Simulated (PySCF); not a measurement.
**GeH2ClO (SMILES [O][GeH2][Cl]): NEVPT2(7,8)/SBKJC (core potential, 2 states averaged)**

Aim: the vertical doublet–quartet gap of GeH2ClO at NEVPT2(7,8)/SBKJC (core potential, 2 states averaged), from 2 runs. 

The results are computed with PySCF 2.14.0.

5 further runs of the same task are left out: 4 that didn't finish, 1 set aside as unsound or not needed.

## 1. Starting point

The species is GeH2ClO (5 atoms), meant as a doublet with charge 0. As SMILES, `[O][GeH2][Cl]`. The coordinates come from a PBE0-D4/def2-TZVP relaxation.

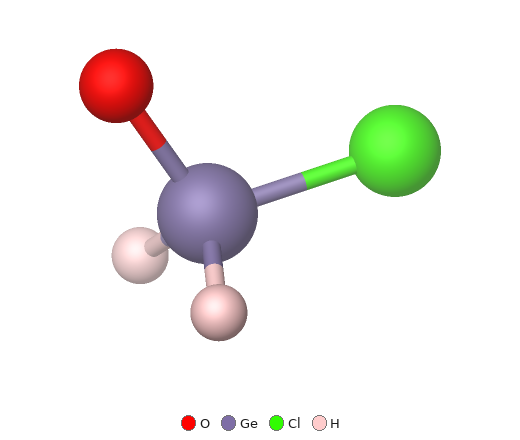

Viewed from a chosen angle; oxygen red, germanium purple, chlorine green, hydrogen pink.

## 2. The excited states at NEVPT2(7,8)/SBKJC (core potential, 2 states averaged)

calc.py

```python
import numpy
from pyscf import gto, scf, mp, mcscf, mrpt

system = gto.M(
    atom='''
O
Ge 1 1.78135
Cl 2 2.144259 1 110.75046
H 2 1.530798 1 106.47798 3 -117.40806
H 2 1.530832 4 116.71093 1 118.6805
''',
    verbose=3,
    max_memory=1860,
    basis='sbkjc',
    spin=1,
    charge=0,
    ecp={'O': 'sbkjc', 'Ge': 'sbkjc', 'Cl': 'sbkjc'},
)

calc0 = scf.ROHF(system)
calc0.max_cycle = 100
calc0 = calc0.newton()
calc0.kernel()

pt = mp.MP2(scf.addons.convert_to_uhf(calc0)).run()
noons, natorbs = mcscf.addons.make_natural_orbitals(pt)
print('natural occupations', numpy.round(noons[:40], 4))
cas = mcscf.CASSCF(calc0, 8, 7)
cas.fix_spin_(ss=0.75)
cas = cas.state_average_([1 / 2] * 2)
cas.kernel(natorbs)
ci2 = mcscf.CASCI(calc0, cas.ncas, cas.nelecas)
ci2.fix_spin_(ss=0.75)
ci2.fcisolver.nroots = 2
ci2.kernel(cas.mo_coeff)
states = [ci2.e_tot[i] + mrpt.NEVPT(ci2, root=i).kernel() for i in range(2)]
e_final = states[0]
print(f'total energy: {e_final:.8f} hartree')

roots = (numpy.array(states[1:]) - states[0]) * 27.211386
print('state  energy (Eh)  excitation (eV)')
for i, e in enumerate(states):
    print('%3d %16.8f %9.4f' % (i, e, (e - states[0]) * 27.211386))
```

On the command line:

```console
$ OMP_NUM_THREADS=1 python calc.py
```

Output:

```text
converged SCF energy = -35.179360769464
E(UMP2) = -35.3291220301936  E_corr = -0.149761260729639
E(SCS-UMP2) = -35.3316542462395  E_corr = -0.152293476775518
natural occupations [1.9971e+00 1.9937e+00 1.9911e+00 1.9904e+00 1.9892e+00 1.9839e+00
 1.9826e+00 1.9777e+00 1.9701e+00 9.9380e-01 3.2900e-02 2.4100e-02
 1.6400e-02 1.3100e-02 9.2000e-03 8.0000e-03 7.6000e-03 5.4000e-03
 5.2000e-03 3.0000e-03 1.8000e-03 1.4000e-03 1.0000e-03 5.0000e-04
 4.0000e-04 4.0000e-04 2.0000e-04 1.0000e-04]
CASSCF energy = -35.2510317254646
CASCI E = -35.2510317254646  E(CI) = -12.8886752731046  S^2 = 0.7500000
CASCI state-averaged energy = -35.2510317254646
CASCI energy for each state
  State 0 weight 0.5  E = -35.2534960519679 S^2 = 0.7500000
  State 1 weight 0.5  E = -35.2485673989612 S^2 = 0.7500000

WARN: Mulitple states found in CASCI solver. First state is used to compute the Fock matrix and natural orbitals in active space.

CASCI state   0  E = -35.2534960514222  E(CI) = -12.8911395990621  S^2 = 0.7500000
CASCI state   1  E = -35.2485674015844  E(CI) = -12.8862109492244  S^2 = 0.7500000
Sr    (-1)',   E = -0.00148943791652
Si    (+1)',   E = -0.00204874548350
Sijrs (0)  ,   E = -0.03005599604359
Sijr  (+1) ,   E = -0.00585879907473
Srsi  (-1) ,   E = -0.00659309584985
Srs   (-2) ,   E = -0.00126190602546
Sij   (+2) ,   E = -0.00358876889763
Sir   (0)' ,   E = -0.02763497838115
Nevpt2 Energy = -0.078531727672413
Sr    (-1)',   E = -0.00144797281612
Si    (+1)',   E = -0.00169542646428
Sijrs (0)  ,   E = -0.03001074074437
Sijr  (+1) ,   E = -0.00553424881925
Srsi  (-1) ,   E = -0.00686085159090
Srs   (-2) ,   E = -0.00134112478864
Sij   (+2) ,   E = -0.00359837553961
Sir   (0)' ,   E = -0.02746282700716
Nevpt2 Energy = -0.077951567770323
total energy: -35.33202778 hartree
state  energy (Eh)  excitation (eV)
  0     -35.33202778    0.0000
  1     -35.32651897    0.1499
```

Wall time 6.6 s (1 thread of Arm Neoverse V1, shared host); peak memory 0.13 GiB.

## 3. The quartet at the same level

input.py

```python
import numpy
from pyscf import gto, scf, mp, mcscf, mrpt

mol = gto.M(
    atom='''
O
Ge 1 1.78135
Cl 2 2.144259 1 110.75046
H 2 1.530798 1 106.47798 3 -117.40806
H 2 1.530832 4 116.71093 1 118.6805
''',
    spin=3,
    basis='sbkjc',
    max_memory=1860,
    verbose=3,
    ecp={'O': 'sbkjc', 'Ge': 'sbkjc', 'Cl': 'sbkjc'},
)

mf = mol.ROHF()
mf.max_cycle = 100
mf.kernel()
if not mf.converged:
    mf = mf.newton().run(mf.mo_coeff, mf.mo_occ)

pt = mp.MP2(scf.addons.convert_to_uhf(mf)).run()
noons, natorbs = mcscf.addons.make_natural_orbitals(pt)
print('natural occupations', numpy.round(noons[:40], 4))
cas = mcscf.CASSCF(mf, 8, 7)
cas.fix_spin_(ss=3.75)
cas = cas.state_average_([1 / 2] * 2)
cas.kernel(natorbs)
ci2 = mcscf.CASCI(mf, cas.ncas, cas.nelecas)
ci2.fix_spin_(ss=3.75)
ci2.fcisolver.nroots = 2
ci2.kernel(cas.mo_coeff)
states = [ci2.e_tot[i] + mrpt.NEVPT(ci2, root=i).kernel() for i in range(2)]
etot = states[0]
print(f'total energy: {etot:.8f} hartree')

roots = (numpy.array(states[1:]) - states[0]) * 27.211386
print('state  energy (Eh)  excitation (eV)')
for i, e in enumerate(states):
    print('%3d %16.8f %9.4f' % (i, e, (e - states[0]) * 27.211386))
```

On the command line:

```console
$ OMP_NUM_THREADS=1 python input.py
```

Output:

```text
converged SCF energy = -34.9507735947762
E(UMP2) = -35.0656570975165  E_corr = -0.114883502740242
E(SCS-UMP2) = -35.0681876578224  E_corr = -0.117414063046182
natural occupations [1.9971e+00 1.9950e+00 1.9907e+00 1.9906e+00 1.9899e+00 1.9849e+00
 1.9820e+00 1.9803e+00 9.9880e-01 9.9800e-01 9.9720e-01 1.9300e-02
 1.5300e-02 1.3900e-02 1.1200e-02 7.4000e-03 6.8000e-03 4.4000e-03
 4.2000e-03 3.6000e-03 2.9000e-03 2.1000e-03 1.7000e-03 1.1000e-03
 6.0000e-04 5.0000e-04 5.0000e-04 1.0000e-04]
CASSCF energy = -34.9660784548593
CASCI E = -34.9660784548593  E(CI) = -10.4169988489402  S^2 = 3.7500000
CASCI state-averaged energy = -34.9660784548593
CASCI energy for each state
  State 0 weight 0.5  E = -34.9840310737337 S^2 = 3.7500000
  State 1 weight 0.5  E = -34.9481258359849 S^2 = 3.7500000

WARN: Mulitple states found in CASCI solver. First state is used to compute the Fock matrix and natural orbitals in active space.

CASCI state   0  E = -34.9840310751752  E(CI) = -10.4349514692561  S^2 = 3.7500000
CASCI state   1  E = -34.9481258380332  E(CI) = -10.3990462321142  S^2 = 3.7500000
Sr    (-1)',   E = -0.00638433935478
Si    (+1)',   E = -0.00488511599101
Sijrs (0)  ,   E = -0.02743067243587
Sijr  (+1) ,   E = -0.01482043898201
Srsi  (-1) ,   E = -0.01635179507905
Srs   (-2) ,   E = -0.00551490937209
Sij   (+2) ,   E = -0.00395247205659
Sir   (0)' ,   E = -0.01555379511279
Nevpt2 Energy = -0.094893538384191
Sr    (-1)',   E = -0.00754154603233
Si    (+1)',   E = -0.00674487669764
Sijrs (0)  ,   E = -0.02744212805872
Sijr  (+1) ,   E = -0.01605042741223
Srsi  (-1) ,   E = -0.01635628344643
Srs   (-2) ,   E = -0.00491085049531
Sij   (+2) ,   E = -0.00439274305658
Sir   (0)' ,   E = -0.01566582618024
Nevpt2 Energy = -0.099104681379483
total energy: -35.07892461 hartree
state  energy (Eh)  excitation (eV)
  0     -35.07892461    0.0000
  1     -35.04723052    0.8624
```

Run time: 10 s. Hardware: 1 thread of Arm Neoverse V1, shared host; peak memory 0.13 GiB.

## 4. Summary of results

Level: NEVPT2(7,8)/SBKJC (core potential, 2 states averaged).

```
                                                  quantity         value
                  doublet: energy of the lowest of 2 roots  -35.33203 Eh
             doublet: dipole moment (Hartree–Fock density)        3.49 D
doublet: lowest excitation energy within this active space       0.15 eV
                  quartet: energy of the lowest of 2 roots  -35.07892 Eh
             quartet: dipole moment (Hartree–Fock density)        4.51 D
quartet: lowest excitation energy within this active space       0.86 eV
          vertical energy of the quartet above the doublet      6.887 eV
```

In words: At this shape the quartet lies 6.89 eV (159 kcal/mol) above the doublet.
